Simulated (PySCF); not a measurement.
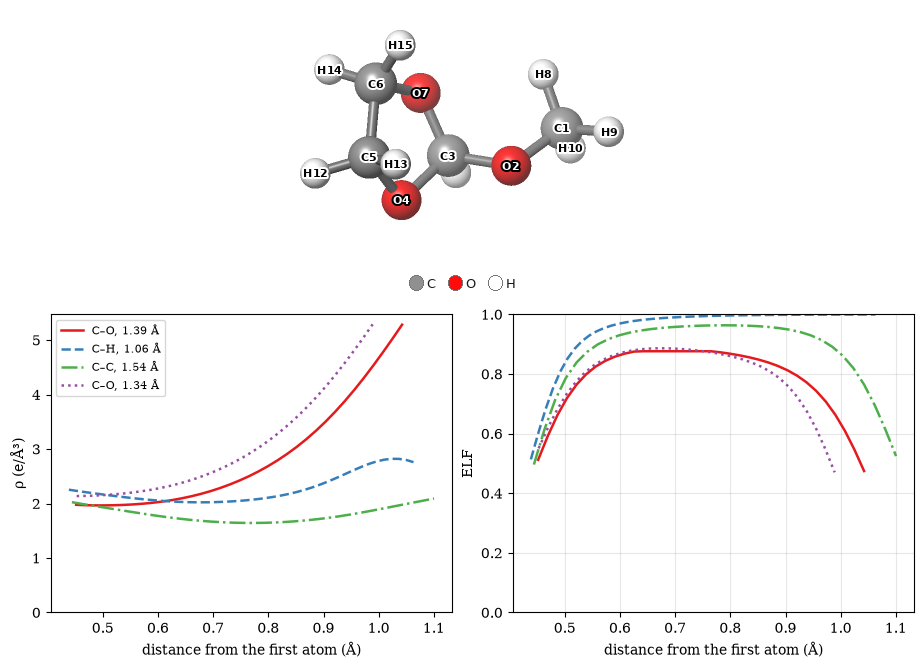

*C$_{4}$H$_{8}$O$_{3}$. Total electron density and ELF along straight lines between neighbouring atoms. The curves leave out the atomic cores. The structure is drawn too.*

Geometry: GFN2-xTB, MD frame at 250 fs, 300 K.

Theory: PBE0/pcSseg-1, SCF density, gas phase, non-relativistic in PySCF 2.14.0.

Input file:

```
{"job": {"kind": "nmr", "xc": "PBE0", "basis": "pcSseg-1", "pop": false}, "charge": 0, "multiplicity": 1}
C      2.063100    -0.143100    -0.102400
O      0.839100    -0.860200    -0.182200
C     -0.116700    -0.073500    -0.814100
O     -1.268600    -0.907800    -0.981800
C     -2.096400    -0.559900     0.106900
C     -1.686100     0.864500     0.540200
O     -0.517300     1.073400    -0.246000
H      1.838000     0.865400     0.342400
H      2.727900    -0.738400     0.534400
H      2.499500     0.007500    -1.060000
H      0.324300     0.145900    -1.783200
H     -3.134700    -0.571700    -0.269300
H     -1.937400    -1.308200     0.921800
H     -2.348200     1.599400     0.074100
H     -1.360400     1.053200     1.541700
```

Command:

```sh
OMP_NUM_THREADS=1 python probes_run.py task.json out
```

### What kind of bonding do the profiles show?

C–O (1.39 Å): ρ is about 2.2 e/Å³ halfway, with its minimum of 2 e/Å³ about 0.5 Å from C; the ELF peaks at about 0.90 between the atoms, as expected for a shared but strongly polarised pair.
C–H (1.06 Å): the density is about 2.1 e/Å³ at the midpoint; the ELF climbs to about 1 towards the hydrogen, as it does in any bond to H; an ordinary covalent bond to hydrogen.
C–C (1.54 Å): ρ is about 1.6 e/Å³ halfway; the ELF peaks at about 0.95 between the atoms, as expected for a shared electron pair.
C–O (1.34 Å): ρ is about 2.5 e/Å³ halfway; the ELF peaks at about 0.90 between the atoms, as expected for a shared but strongly polarised pair.
